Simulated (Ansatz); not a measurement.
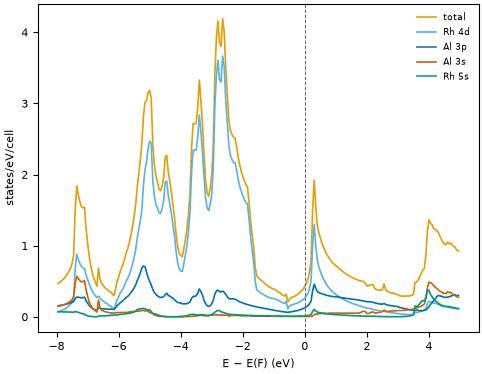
*Total and projected density of states of AlRh (CsCl type, space group No. 221), the program Ansatz at the LDA level (PAW)*

Problem. Which orbitals carry the states next to the Fermi level?

Solution. Within 0.5 eV of the Fermi level: Rh 4d 63 %, Al 3p 27 %. Projections are on Löwdin-orthogonalised atomic valence shells; empty p or d shells of many metals are not among them.

Problem. Where is the tallest occupied peak in this window, and what makes it?

Solution. Near -2.6 eV, about 4.2 states/eV per cell; the largest projected share is Rh 4d.

Space group Pm-3m (CsCl type). The workflow started from a Materials Project entry (that database holds measured and hypothetical structures alike); the Crystallography Open Database copy checked does not list it. Its standing as an ambient phase is unchecked. Symmetry was held in the LDA relaxation; whether a distortion lowers the energy is not shown. The run is not spin-polarised. Scalar-relativistic: spin–orbit coupling is off unless named, which matters more the heavier the elements.

Potentials: the earlier of the program's two PAW sets. The files were generated under PBE; for other functionals the program regenerates the frozen cores, and for LDA and PBEsol the local potential too.
